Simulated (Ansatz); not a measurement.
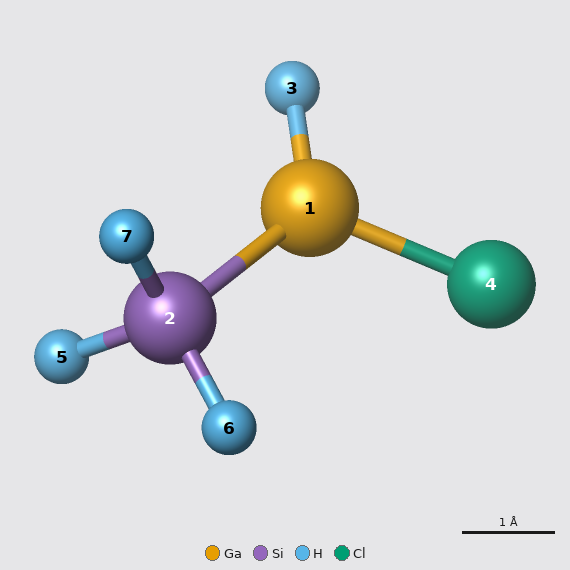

The atoms are numbered. The computed geometry is a stationary point of PBE0-D4/def2-TZVP, a saddle point of order 1.

Which atoms are bonded, and how long are the bonds?

```csv
bond,length (Å)
Ga1–Si2,2.405
Ga1–H3,1.565
Ga1–Cl4,2.159
Si2–H5,1.489
Si2–H6,1.485
Si2–H7,1.489
```
